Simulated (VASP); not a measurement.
Band structure of Ag2O (cuprite). Method: PBE GGA, VASP's PBE PAW potentials (set 64) (plane waves; VASP).

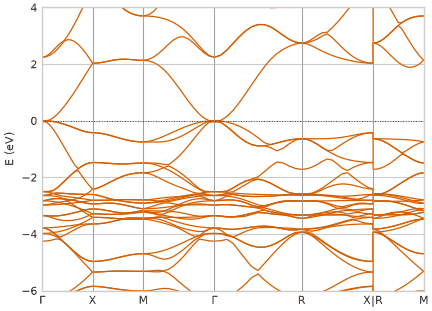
Figure: Bands along high-symmetry lines, zero at the valence-band maximum or, without a gap, the Fermi level

### Question
Read the plot: is there a gap, and where are the band edges?

### Answer
It has no gap at this level: it comes out as a metal or semimetal. (Edges off the drawn lines would not show.)

The compound is Ag2O in the cuprite structure. It was relaxed first, which changed the volume by +5 %.
